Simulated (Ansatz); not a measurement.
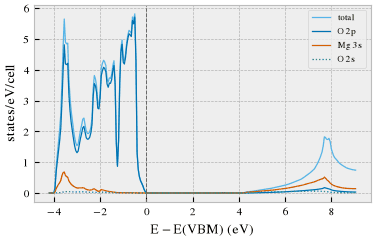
*Total and projected density of states of MgO in space group P6_3/mmc (No. 194; Mg on 2c, O on 2d), r²SCAN in the plane-wave PAW code Ansatz*

Question: Which orbitals carry the states next to the gap?

Answer: Top 1 eV of the valence band: O 2p 98 %. Bottom 1 eV of the conduction band: Mg 3s 60 %, O 2s 27 %, O 2p 8 %. Projections are on Löwdin-orthogonalised atomic valence shells; empty p or d shells of many metals are not among them.

Question: Where is the tallest occupied peak in this window, and what makes it?

Answer: Near -0.5 eV, about 5.8 states/eV per cell; the largest projected share is O 2p.

The workflow started from a Materials Project entry (that database holds measured and hypothetical structures alike); the Crystallography Open Database copy checked does not list it. It is not the phase usual at ambient conditions (space group No. 225). The cell was relaxed with r²SCAN under the symmetry of its start; its stability against distortions is not shown here.

Potentials: the earlier of the program's two PAW sets. The files were generated under PBE; for other functionals the program regenerates the frozen cores, and for LDA and PBEsol the local potential too.
